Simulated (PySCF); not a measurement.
# PdF₃⁻: structure of the singlet

Aim: relax PdF₃⁻ as a singlet from a PBE0 minimum start, check by its vibrations whether the end is a minimum, and collect its spectrum and constants.

Computed with PySCF 2.14.0. Level: PBE0, basis Pd def2-SVPD with ECP28, F def2-SVPD, scalar-relativistic core potentials, no spin–orbit coupling, density fitting.

## Step 1: Starting geometry

4 atoms, charge -1, spin multiplicity 1.

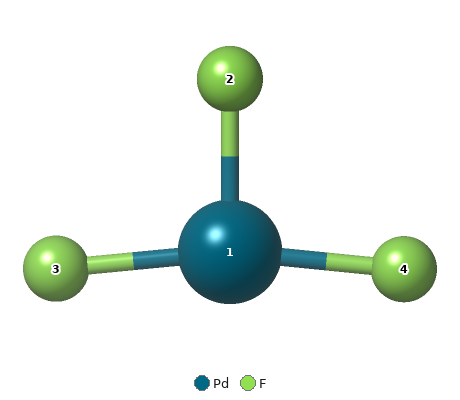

Start geometry, drawn with palladium blue, fluorine green; atoms are numbered from 1 in the order of the file.

```xyz
4
charge -1 multiplicity 1
Pd   -0.1818    0.0000    0.0000
F     1.7477   -0.0001    0.0003
F    -0.3722    1.9350   -0.0001
F    -0.3724   -1.9350   -0.0001
```

## Step 2: The SCF at the typed geometry

The steps below are one call of a driver around PySCF. For each, scf.py gives the equivalent set-up of the SCF; relaxations use the driver's own optimiser. After this first run the driver tries any further starts and a stability analysis.

Input file scf.py:

```python
from pyscf import gto, scf, dft
mol = gto.M(atom='''
Pd    -0.181825     0.000009    -0.000029
F      1.747697    -0.000087     0.000276
F     -0.372181     1.935050    -0.000059
F     -0.372373    -1.935013    -0.000059''',
    basis={'Pd': 'def2-SVPD', 'F': 'def2-SVPD'},
    ecp={'Pd': 'def2-SVPD'},
    charge=-1, spin=0)
mf = dft.RKS(mol, xc='PBE0')
mf.grids.atom_grid = (50, 194)
aux = {'Pd': 'def2-universal-JKFIT', 'F': 'def2-universal-JKFIT'}
mf = mf.density_fit(auxbasis=aux)
mf.conv_tol = 1e-08
mf.diis_space = 10
mf.max_cycle = 60
mf.init_guess = 'minao'
mf.verbose = 4
mf.kernel()
```

On the command line:

```sh
OMP_NUM_THREADS=2 python axn.py task.json out
```

Standard output:

```text
init E= -415.696785078415
  HOMO = -0.818681666220889  LUMO = -0.783014468291469  gap/eV = 0.97055
cycle= 1 E= -426.078029615324  delta_E= -10.4  |g|= 1.72  |ddm|= 3.45
  HOMO = 0.211337101695285  LUMO = 0.294002266334829  gap/eV = 2.24943
cycle= 2 E= -409.463364385461  delta_E= 16.6  |g|= 5.09  |ddm|= 25.4
  HOMO = -0.271687252986125  LUMO = -0.183409656163231  gap/eV = 2.40216
cycle= 3 E= -426.568268177378  delta_E= -17.1  |g|= 1.25  |ddm|= 25.3
  HOMO = -0.281240126328005  LUMO = -0.157644177352505  gap/eV = 3.36322
cycle= 4 E= -426.84830695979  delta_E= -0.28  |g|= 0.714  |ddm|= 0.778
  HOMO = -0.090833048006906  LUMO = 0.0467704759571994  gap/eV = 3.74438
cycle= 5 E= -426.97003769665  delta_E= -0.122  |g|= 0.231  |ddm|= 0.682
  HOMO = -0.0931056334990741  LUMO = 0.0561786143494629  gap/eV = 4.06223
cycle= 6 E= -426.973002318798  delta_E= -0.00296  |g|= 0.196  |ddm|= 0.241
  HOMO = -0.0979452302665992  LUMO = 0.0455505002062857  gap/eV = 3.90472
cycle= 7 E= -426.979866949931  delta_E= -0.00686  |g|= 0.02  |ddm|= 0.135
  HOMO = -0.0968145630747002  LUMO = 0.046722892378444  gap/eV = 3.90585
cycle= 8 E= -426.979944147651  delta_E= -7.72e-05  |g|= 0.00692  |ddm|= 0.013
  HOMO = -0.0956126992125091  LUMO = 0.0477357752615362  gap/eV = 3.90071
cycle= 9 E= -426.97995574163  delta_E= -1.16e-05  |g|= 0.000458  |ddm|= 0.0073
  HOMO = -0.0955401968600004  LUMO = 0.047773397231758  gap/eV = 3.89976
cycle= 10 E= -426.979955793469  delta_E= -5.18e-08  |g|= 0.000192  |ddm|= 0.00077
  HOMO = -0.0955512806074657  LUMO = 0.0477593891993457  gap/eV = 3.89968
cycle= 11 E= -426.979955800461  delta_E= -6.99e-09  |g|= 3.93e-05  |ddm|= 0.000177
  HOMO = -0.0955634115738962  LUMO = 0.0477541495326967  gap/eV = 3.89987
Extra cycle  E= -426.979955799776  delta_E= 6.85e-10  |g|= 7.67e-05  |ddm|= 8.66e-05
converged SCF energy = -426.979955799776
```

This step, with its further starts and checks, ran for 1.9 s (2 threads of AMD EPYC 9R45 (Zen 5), shared host).

No lower closed-shell solution turned up in the test of internal stability.

## Step 3: Relaxation: PBE0 minimum start, singlet

The program finds C2v symmetry in the start, which this walk keeps.

scf.py: that of step 2 with these lines changed.

```diff
@@ -3,4 +3,4 @@
-Pd    -0.181825     0.000009    -0.000029
-F      1.747697    -0.000087     0.000276
-F     -0.372181     1.935050    -0.000059
-F     -0.372373    -1.935013    -0.000059''',
+Pd    -0.180611     0.000009    -0.000029
+F      1.748911    -0.000087     0.000276
+F     -0.370967     1.935050    -0.000059
+F     -0.371159    -1.935013    -0.000059''',
@@ -17 +16,0 @@
-mf.init_guess = 'minao'
```

Steps of the walk:

```tsv
step	energy (Eh)	change (kJ/mol)	largest symmetric gradient (Eh/bohr)
0	-426.979956	0.00	0.00094
1	-426.979957	0.00	0.00018
```

The walk took 2.2 s.

End point (C2v, 1 steps, 0.0 kJ/mol gained): Pd–F 1.928 Å, Pd–F 1.944 Å (×2); F–Pd–F 95.7° (×2), F–Pd–F 168.6°.

## Step 4: Vibrations and properties at this point

The point is checked on the finer grid, and tightened if its gradient asks for it. The Hessian and the dipole derivatives come from central differences of analytic gradients, with steps of 0.02 bohr.

scf.py: that of step 3 with these lines changed.

```diff
@@ -3,4 +3,4 @@
-Pd    -0.180611     0.000009    -0.000029
-F      1.748911    -0.000087     0.000276
-F     -0.370967     1.935050    -0.000059
-F     -0.371159    -1.935013    -0.000059''',
+Pd    -0.181561     0.000009    -0.000029
+F      1.747952    -0.000087     0.000276
+F     -0.371916     1.935050    -0.000059
+F     -0.372108    -1.935013    -0.000059''',
@@ -11 +11 @@
-mf.grids.atom_grid = (50, 194)
+mf.grids.atom_grid = (75, 302)
@@ -14 +14 @@
-mf.conv_tol = 1e-08
+mf.conv_tol = 1e-10
```

The driver hands on the density of the step before, so the log starts near convergence.

SCF at the final geometry:

```text
init E= -426.979854435148
  HOMO = -0.0955437831405941  LUMO = 0.0477557526509855  gap/eV = 3.89938
cycle= 1 E= -426.979854435147  delta_E= 9.09e-13  |g|= 2.63e-06  |ddm|= 4.29e-06
  HOMO = -0.0955444636010679  LUMO = 0.0477552780776094  gap/eV = 3.89938
Extra cycle  E= -426.97985443514  delta_E= 7.28e-12  |g|= 6.11e-06  |ddm|= 6.66e-06
converged SCF energy = -426.97985443514
```

The whole step took 22 s.

Geometry: C2v; Pd–F 1.930 Å, Pd–F 1.944 Å (×2); F–Pd–F 95.6° (×2), F–Pd–F 168.8°.

Modes, for the most abundant isotopes:

```json
{"symmetry": "b2", "ω (cm⁻¹)": "165", "IR (km/mol)": "0.7", "μ (u)": "19.86", "type": "bend"}
{"symmetry": "b1", "ω (cm⁻¹)": "193", "IR (km/mol)": "21.9", "μ (u)": "25.15", "type": "bend"}
{"symmetry": "a1", "ω (cm⁻¹)": "203", "IR (km/mol)": "15.7", "μ (u)": "22.29", "type": "bend"}
{"symmetry": "a1", "ω (cm⁻¹)": "487", "IR (km/mol)": "63.6", "μ (u)": "20.76", "type": "stretch"}
{"symmetry": "a1", "ω (cm⁻¹)": "531", "IR (km/mol)": "18.9", "μ (u)": "20.09", "type": "stretch"}
{"symmetry": "b2", "ω (cm⁻¹)": "542", "IR (km/mol)": "243", "μ (u)": "24.68", "type": "stretch"}
```

Every mode is real; the point is a minimum.

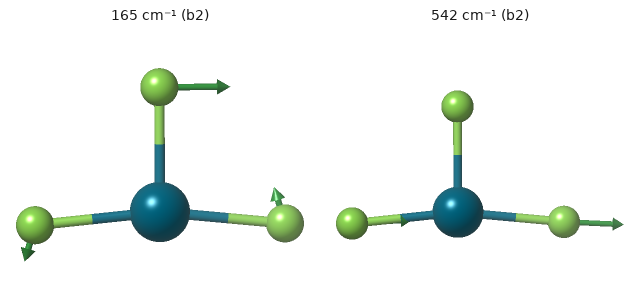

Displacements of 2 of the modes, as arrows (one member where a mode is degenerate).

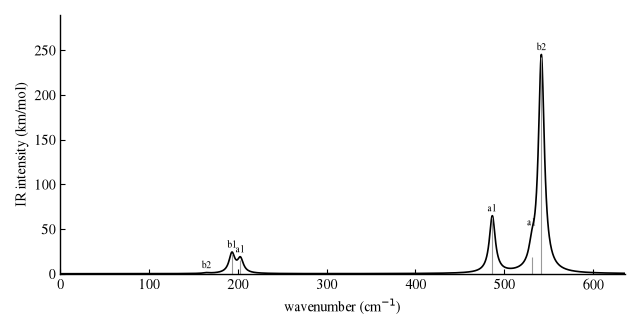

The harmonic infrared spectrum (widths in cm⁻¹). Lines are broadened to a width of 8 cm⁻¹ (Lorentzian).

Constants and moments:

```yaml
Dipole_moment_about_the_centre_of_mass: 3.01 D
Highest_occupied_level: -2.60 eV
Lowest_empty_level: 1.30 eV
Rotational_constants: 0.2524, 0.1185, 0.08063 cm⁻¹
Zero-point_energy: 12.7 kJ/mol
Principal_polarisabilities: 32.5, 40.4, 51.0 bohr³
Principal_traceless_quadrupole_moments_about_the_centre_of_mass: -16.70, 3.88, 12.82 D Å
Entropy_at_298.15_K_and_1_bar: 311.6 J/(mol K)
Heat_capacity_Cp_at_298.15_K: 71.7 J/(mol K)
Enthalpy_at_298.15_K_above_0_K: 16.16 kJ/mol
Rotational_symmetry_number: 2
```

Populations by atom (charges in e):

| atom | Mulliken | Löwdin | polar tensor | Mayer order to Pd1 |
| --- | --- | --- | --- | --- |
| Pd1 | 1.17 | 0.81 | 1.23 | – |
| F2 | -0.68 | -0.56 | -0.68 | 0.53 |
| F3,4 | -0.75 | -0.62 | -0.77 | 0.36 |

Mulliken populations on Pd1 (outside its core potential): s 2.29, p 6.01, d 8.52, f 0.01.

## Step 5: What came out

| quantity | value |
| --- | --- |
| minimum | singlet, C2v |
| geometry | Pd–F 1.930 Å, Pd–F 1.944 Å (×2); F–Pd–F 95.6° (×2), F–Pd–F 168.8° |
| wavenumbers (cm⁻¹) | 165 (b2), 193 (b1), 203 (a1), 487 (a1), 531 (a1), 542 (b2) |
| dipole moment (centre of mass) | 3.01 D |
| highest occupied, lowest empty level | -2.60, 1.30 eV |
| polar-tensor charge of Pd1 | +1.23 e |
| zero-point energy | 12.7 kJ/mol |
| entropy at 298.15 K | 311.6 J/(mol K) |

What this shows: The molecule stays C2v, as typed, and the end point is a minimum. The strongest infrared band lies at 542 cm⁻¹ (b2, stretch). Other starts or spin states, not run here, may lie lower. Whether spin polarisation would lower the closed shell was not checked.

The search up to here took 26 s.
